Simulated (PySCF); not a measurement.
## Electronic structure of C$_{7}$H$_{9}$NSi (SMILES [H]/N=C/C(=C=C)C#C[SiH2]C) in real space

Input file:

```
{"job": {"kind": "nmr", "xc": "PBE0", "basis": "pcSseg-1"}, "charge": 0, "multiplicity": 1}
C     -3.225478    -0.399574     1.328446
C     -2.332659    -0.437971     0.401835
C     -1.415221    -0.481353    -0.544370
C     -0.075673    -0.102148    -0.266835
C      1.075974     0.208444    -0.070536
Si     2.828139     0.681481     0.272403
C      2.963546     1.077637     2.123348
C     -1.713024    -0.916762    -1.910337
N     -2.873316    -1.280164    -2.240065
H     -3.422154    -1.249003     1.964187
H     -3.825454     0.479140     1.506971
H      3.692878    -0.453705    -0.077593
H      3.161779     1.857431    -0.542965
H      2.333461     1.920749     2.393797
H      3.984975     1.325469     2.398944
H      2.654681     0.229532     2.728633
H     -0.841055    -0.888972    -2.580022
H     -2.980159    -1.563913    -3.210799
```

Launched as:

```sh
OMP_NUM_THREADS=1 python probes_run.py task.json out
```

Geometry: GFN2-xTB.

Computed with PBE0/pcSseg-1, SCF density, gas phase, non-relativistic (PySCF 2.14.0).

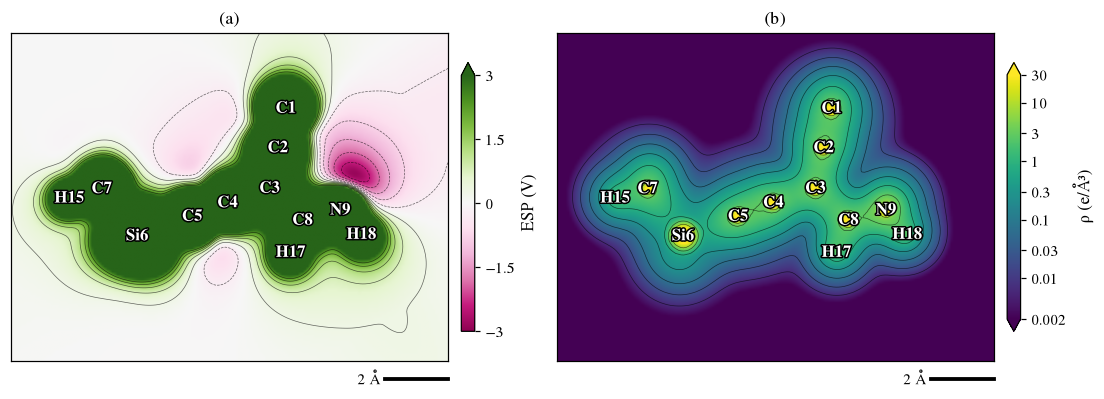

Figure 1. (a) electrostatic potential; (b) electron density on the plane of atoms C2, C3 and C4.

Question: Interpret the plot.

Answer: The plane passes through C, Si, N and H nuclei.
C–C (1.21 Å): ρ at the midpoint is about 2.7 e/Å³.
C–N (1.26 Å): ρ is about 2.8 e/Å³ halfway.
C–Si (1.85 Å): ρ is about 0.92 e/Å³ halfway.
N–H (1.02 Å): ρ is about 2.8 e/Å³ halfway.
C–C (1.29 Å): ρ is about 2.4 e/Å³ halfway.
Outside the dense part of the molecule the potential is most negative (−2.9 V) near N9.

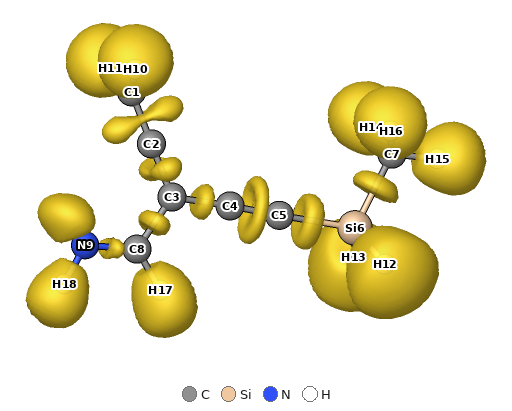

Figure 2. Isosurface of the ELF at 0.85 (yellow), seen at a tilt. Only the valence region is drawn (cores and ρ < 0.01 e/Å³ removed).

Question: What do the ELF domains correspond to?

Answer: The ELF exceeds this value in five regions between bonded C–C atoms (shared pairs), one region between bonded C–N atoms (shared pairs), two regions between bonded C–Si atoms (shared pairs), nine regions around hydrogen nuclei and one lobe on N, pointing away from the bonds (lone pairs). Along the contacts the grid gives the following. C–C (1.21 Å): the ELF peaks at about 0.90 between the atoms: a multiple bond. C–N (1.26 Å): the ELF peaks at about 0.90 between the atoms (a multiple bond).

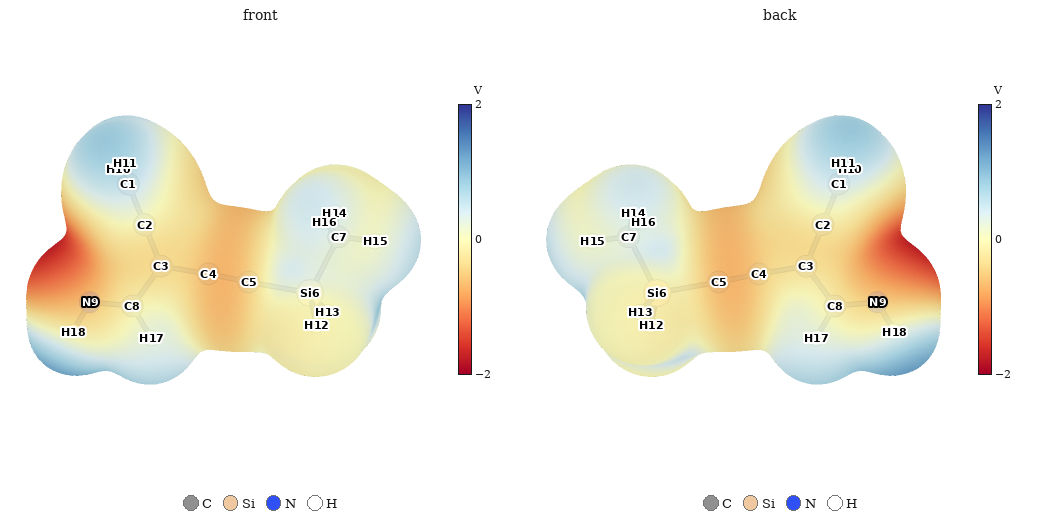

Figure 3. The electrostatic potential painted on the density surface at 0.001 e/bohr³, seen from the front and from behind; the colour scale runs from red (negative) to blue (positive).

Question: Which sites attract a positive test charge, and which a negative one?

Answer: A positive charge is drawn to the negative regions and a negative charge to the positive ones. The most negative region (about −1.7 V) lies over N9, the most positive (about +1.2 V) over H18. N9 is the likeliest acceptor of a hydrogen bond.
